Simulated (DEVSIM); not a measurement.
Device: abrupt CdTe p-n junction, at 300 K.

| layer (left to right) | material | thickness (μm) | Nd (cm⁻³) | Na (cm⁻³) | τn (s) | τp (s) |
|---|---|---|---|---|---|---|
| 1 | CdTe | 1.80 | - | 2.4e17 | 3.4e-9 | 3.4e-9 |
| 2 | CdTe | 200 | 2.2e14 | - | 3.4e-9 | 3.4e-9 |

Left contact: ohmic. Right contact: ohmic. Voltage is applied to the left contact. Recombination: SRH at mid-gap, radiative. Mobility is constant in doping.

Constants are typed, rounded textbook-type inputs, not results; the design itself was drawn at random and stands for no fabricated device. Values at 300 K.

```tsv
parameter	CdTe
gap (eV)	1.5
affinity (eV)	4.28
permittivity	10.2
Nc (cm⁻³)	8e17
Nv (cm⁻³)	1.8e19
μn (cm²/Vs)	1000
μp (cm²/Vs)	80
B (cm³/s)	1e-10
```

Simulated with DEVSIM: 1D drift-diffusion, Boltzmann statistics, complete ionisation; no tunnelling, impact ionisation, image-force lowering or self-heating.

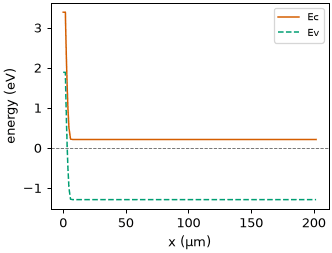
Band edges at -2.0 V on the left contact

Energies count from the Fermi level of the right contact; mesh points crowd at the junctions.

| x (μm) | Ec (eV) | Ev (eV) | n (cm⁻³) | p (cm⁻³) | field (V/cm) |
|---|---|---|---|---|---|
| 0.000 | 3.388 | 1.888 | < 1e2 | 2.4e17 | ≈ 0 |
| 0.04463 | 3.388 | 1.888 | < 1e2 | 2.4e17 | ≈ 0 |
| 0.1700 | 3.388 | 1.888 | < 1e2 | 2.4e17 | ≈ 0 |
| 0.5006 | 3.388 | 1.888 | < 1e2 | 2.4e17 | ≈ 0 |
| 1.407 | 3.388 | 1.888 | < 1e2 | 2.4e17 | ≈ 0 |
| 1.676 | 3.388 | 1.888 | < 1e2 | 2.4e17 | ≈ 0 |
| 1.772 | 3.388 | 1.887 | < 1e2 | 2.3e17 | -1200 |
| 1.819 | 3.316 | 1.816 | < 1e2 | 1.4e16 | -19000 |
| 1.899 | 3.187 | 1.687 | < 1e2 | 9.8e13 | -15000 |
| 2.131 | 2.845 | 1.345 | < 1e2 | 1.8e8 | -14000 |
| 2.761 | 2.024 | 0.524 | 680 | 22000 | -12000 |
| 5.884 | 0.223 | -1.277 | 1.4e14 | < 1e2 | -410 |
| 13.64 | 0.212 | -1.288 | 2.2e14 | < 1e2 | ≈ 0 |
| 36.07 | 0.212 | -1.288 | 2.2e14 | < 1e2 | ≈ 0 |
| 126.7 | 0.212 | -1.288 | 2.2e14 | < 1e2 | ≈ 0 |
| 175.8 | 0.212 | -1.288 | 2.2e14 | < 1e2 | ≈ 0 |
| 192.8 | 0.212 | -1.288 | 2.2e14 | < 1e2 | ≈ 0 |
| 198.6 | 0.212 | -1.288 | 2.2e14 | < 1e2 | ≈ 0 |
| 201.1 | 0.212 | -1.288 | 2.2e14 | < 1e2 | ≈ 0 |
| 201.6 | 0.212 | -1.288 | 2.2e14 | < 1e2 | ≈ 0 |
| 201.7 | 0.212 | -1.288 | 2.2e14 | < 1e2 | ≈ 0 |
| 201.8 | 0.212 | -1.288 | 2.2e14 | < 1e2 | ≈ 0 |
